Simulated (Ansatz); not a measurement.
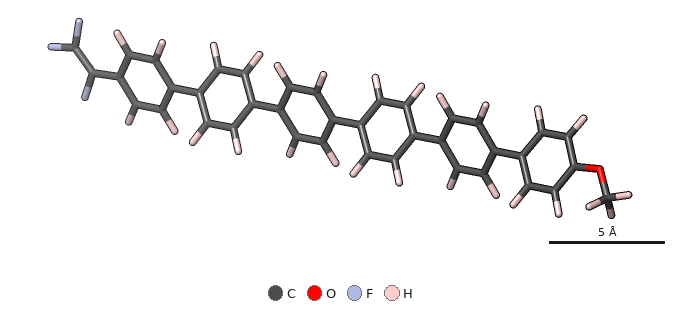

*The structure as given in the input (stick view, seen at a tilt).*

Bond lengths as drawn: C–C 1.36 to 1.48 Å, C–F 1.32 to 1.35 Å, C–H 1.10 to 1.11 Å and C–O 1.36 to 1.41 Å.

# Run report: C$_{39}$H$_{27}$F$_{3}$O, single-point calculation

The run: single-point calculation of C$_{39}$H$_{27}$F$_{3}$O, SMILES COc1ccc(-c2ccc(-c3ccc(-c4ccc(-c5ccc(-c6ccc(C(F)=C(F)F)cc6)cc5)cc4)cc3)cc2)cc1. Method and program: RKS PBE0-D4/def2-SVP (Ansatz 0.2.0).

The geometry comes from this level: PBE-D4/def2-SVP.

## The input
```yaml
crystal:
  periodic: [false, false, false]
  atoms:
    - {symbol: C, position_ang: [14.464430, 0.048455, 0.258172]}
    - {symbol: O, position_ang: [13.615537, 1.138820, -0.044234]}
    - {symbol: C, position_ang: [12.270321, 0.934871, -0.030193]}
    - {symbol: C, position_ang: [11.468049, 2.057170, -0.332950]}
    - {symbol: C, position_ang: [10.078381, 1.947883, -0.340358]}
    - {symbol: C, position_ang: [9.429592, 0.721498, -0.051368]}
    - {symbol: C, position_ang: [7.952701, 0.612075, -0.055977]}
    - {symbol: C, position_ang: [7.302115, -0.576855, -0.460621]}
    - {symbol: C, position_ang: [5.908368, -0.680643, -0.459076]}
    - {symbol: C, position_ang: [5.089844, 0.399238, -0.053666]}
    - {symbol: C, position_ang: [3.612654, 0.288977, -0.048997]}
    - {symbol: C, position_ang: [2.966805, -0.946463, 0.190799]}
    - {symbol: C, position_ang: [1.573138, -1.050305, 0.196723]}
    - {symbol: C, position_ang: [0.750883, 0.076993, -0.033128]}
    - {symbol: C, position_ang: [-0.726217, -0.031116, -0.023680]}
    - {symbol: C, position_ang: [-1.381510, -1.203654, -0.466320]}
    - {symbol: C, position_ang: [-2.775464, -1.303723, -0.459862]}
    - {symbol: C, position_ang: [-3.587527, -0.237132, -0.009004]}
    - {symbol: C, position_ang: [-5.065042, -0.341437, -0.004653]}
    - {symbol: C, position_ang: [-5.882669, 0.794627, -0.207929]}
    - {symbol: C, position_ang: [-7.276540, 0.697149, -0.206523]}
    - {symbol: C, position_ang: [-7.926837, -0.542135, -0.002253]}
    - {symbol: C, position_ang: [-9.403579, -0.645379, -0.005061]}
    - {symbol: C, position_ang: [-10.059979, -1.811069, -0.461491]}
    - {symbol: C, position_ang: [-11.453036, -1.907661, -0.470813]}
    - {symbol: C, position_ang: [-12.259358, -0.834955, -0.019933]}
    - {symbol: C, position_ang: [-13.711612, -0.997989, -0.058233]}
    - {symbol: F, position_ang: [-14.162326, -2.219546, -0.432443]}
    - {symbol: C, position_ang: [-14.679606, -0.085201, 0.211104]}
    - {symbol: F, position_ang: [-14.448086, 1.167902, 0.579339]}
    - {symbol: F, position_ang: [-15.972171, -0.348821, 0.135903]}
    - {symbol: C, position_ang: [-11.609928, 0.335571, 0.445175]}
    - {symbol: C, position_ang: [-10.216871, 0.420419, 0.448383]}
    - {symbol: C, position_ang: [-7.109686, -1.678502, 0.201285]}
    - {symbol: C, position_ang: [-5.715743, -1.580404, 0.200636]}
    - {symbol: C, position_ang: [-2.931916, 0.934329, 0.436226]}
    - {symbol: C, position_ang: [-1.538158, 1.035016, 0.428321]}
    - {symbol: C, position_ang: [1.395662, 1.312652, -0.272332]}
    - {symbol: C, position_ang: [2.789292, 1.415292, -0.281943]}
    - {symbol: C, position_ang: [5.740258, 1.588801, 0.348986]}
    - {symbol: C, position_ang: [7.133975, 1.692527, 0.347684]}
    - {symbol: C, position_ang: [10.248091, -0.388583, 0.245534]}
    - {symbol: C, position_ang: [11.647202, -0.296479, 0.260183]}
    - {symbol: H, position_ang: [14.341819, -0.789183, -0.465712]}
    - {symbol: H, position_ang: [14.289558, -0.342654, 1.286304]}
    - {symbol: H, position_ang: [15.500605, 0.429409, 0.192168]}
    - {symbol: H, position_ang: [11.969483, 3.007079, -0.569662]}
    - {symbol: H, position_ang: [9.475086, 2.829915, -0.604007]}
    - {symbol: H, position_ang: [7.903805, -1.425590, -0.820002]}
    - {symbol: H, position_ang: [5.440175, -1.609844, -0.817924]}
    - {symbol: H, position_ang: [3.571467, -1.838112, 0.415209]}
    - {symbol: H, position_ang: [1.108059, -2.021548, 0.424230]}
    - {symbol: H, position_ang: [-0.784850, -2.039869, -0.861250]}
    - {symbol: H, position_ang: [-3.249227, -2.217029, -0.850555]}
    - {symbol: H, position_ang: [-5.413856, 1.769312, -0.410858]}
    - {symbol: H, position_ang: [-7.877200, 1.597077, -0.407743]}
    - {symbol: H, position_ang: [-9.465143, -2.652352, -0.847948]}
    - {symbol: H, position_ang: [-11.936380, -2.821786, -0.841871]}
    - {symbol: H, position_ang: [-12.197578, 1.182924, 0.820752]}
    - {symbol: H, position_ang: [-9.743043, 1.331346, 0.844054]}
    - {symbol: H, position_ang: [-7.578688, -2.653632, 0.402003]}
    - {symbol: H, position_ang: [-5.115025, -2.480273, 0.401583]}
    - {symbol: H, position_ang: [-3.527633, 1.770657, 0.832305]}
    - {symbol: H, position_ang: [-1.063433, 1.948349, 0.817729]}
    - {symbol: H, position_ang: [0.790101, 2.204448, -0.494337]}
    - {symbol: H, position_ang: [3.253409, 2.386144, -0.512384]}
    - {symbol: H, position_ang: [5.140595, 2.438828, 0.708363]}
    - {symbol: H, position_ang: [7.603647, 2.621502, 0.705340]}
    - {symbol: H, position_ang: [9.780074, -1.351228, 0.502350]}
    - {symbol: H, position_ang: [12.240773, -1.186092, 0.510431]}
basis:
  gaussian: {orbitals: def2-SVP, fitting: {mean_field: def2-universal-jkfit}, initial_orbitals: start.molden}
hamiltonian: {xc: pbe0, dispersion: d4}
scf: {omitted_lower_state_checks: [starts]}
output: {orbitals: {seedname: orbitals}}
```

Machine: 2 CPU threads, shared host.

Launched with:
```bash
ansatz run in.yaml --threads 2 --pin off --events-out ev --progress --plain --max-ram 32768MiB --backend cuda --devices 0, --max-vram 18GiB
```

## Log
```
Functional definition: PBE0
  name "PBE0"
  cite "Adamo & Barone, J. Chem. Phys. 110, 6158 (1999) doi:10.1063/1.478522"
  cite "Perdew, Burke & Ernzerhof, Phys. Rev. Lett. 77, 3865 (1996) doi:10.1103/PhysRevLett.77.3865"
  parent pbe
  parameter a = 0.25
  parameter kappa = 0.804
  parameter beta = 0.06672455060314922
  exchange = (1 - a)*pbe_x(kappa = kappa, mu = beta*pi^2/3) + a*exact_x
  correlation = pbe_c(beta = beta)
these checks for a lower state are left out or cut short: starts
3719 factors; integrals over basis functions are off by at most 2.5e-1 eV
mean field evaluation 1: about -50984.9045 eV, gradient 1.7e1 eV
mean field evaluation 2: about -50985.4836 eV, gradient 5.7e-1 eV
mean field evaluation 4: about -50985.4526 eV, gradient 3.2e-3 eV
mean field -50985.45256415 eV, -1873.6808225516 hartree, gradient 1.3e-5 eV, S^2 0.000000; 0 other end points of the search recorded, 0 dependent functions left out
reference -50985.45264327 eV, -1873.6808254590 hartree; 148, 148 occupied and 589, 589 virtual orbitals, 3719 factors
Total energy: -50987.83743085 eV, -1873.7684647862 hartree
Checks for a lower state left out: starts
```

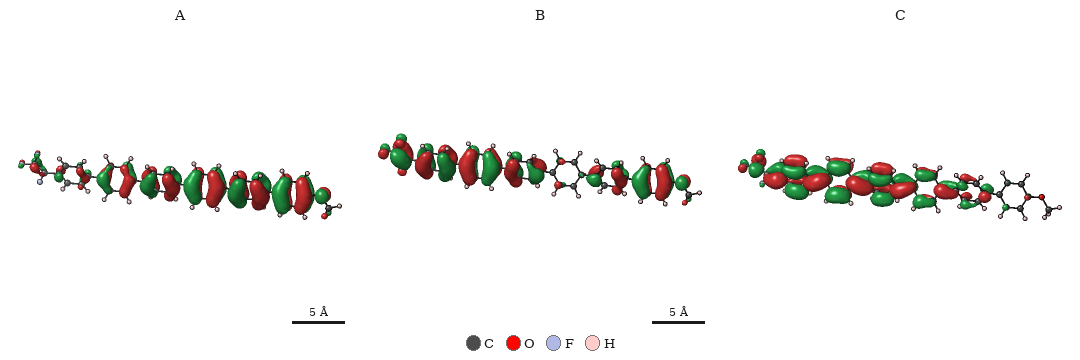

*Three frontier orbitals at ±0.05 Å⁻³ᐟ² (green and red are the two phases).*

B is the HOMO−1 (−6.15 eV). It is spread over the whole molecule. A is the HOMO (−5.82 eV). It is spread over the whole molecule. C is the LUMO (−1.87 eV). It is spread over the whole molecule. The HOMO–LUMO gap is 3.95 eV between the orbital energies.

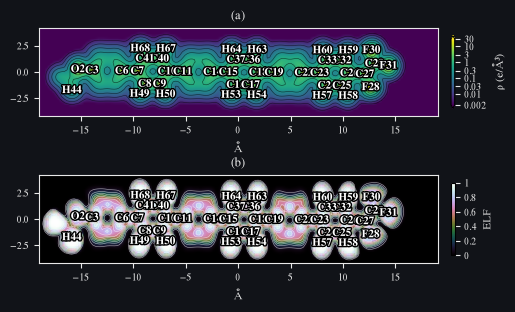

*(a) electron density; (b) electron localisation function on the plane of atoms C8, C7 and C41. Grey discs, where drawn, cover atomic cores.*

C–H (1.10 Å): ρ at the midpoint is about 2 e/Å³; the ELF climbs to about 1 towards the hydrogen, as it does in any bond to H (a covalent bond by its length). C–C (1.41 Å): ρ at the midpoint is about 2 e/Å³; the ELF peaks at about 0.95 between the atoms, which marks a shared electron pair.

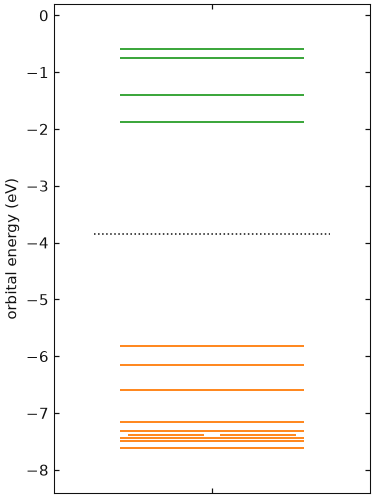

*Orbital energies near the frontier; the dotted line parts filled from empty levels, and levels within 0.02 eV of each other stand side by side.*

Highest filled −5.82 eV, lowest empty −1.87 eV, 3.95 eV apart.

## Key numbers

```json
{"quantity": "outcome", "value": "converged"}
{"quantity": "total energy", "value": "−50987.8374 eV"}
{"quantity": "mean-field energy", "value": "−50985.4526 eV"}
{"quantity": "dispersion energy", "value": "−2.3848 eV"}
{"quantity": "SCF solution under orbital rotations", "value": "stable"}
{"quantity": "HOMO", "value": "−5.82 eV"}
{"quantity": "LUMO", "value": "−1.87 eV"}
{"quantity": "wall time", "value": "11 s (CPU time 7.7 s)"}
{"quantity": "peak memory", "value": "1.1 GiB"}
```
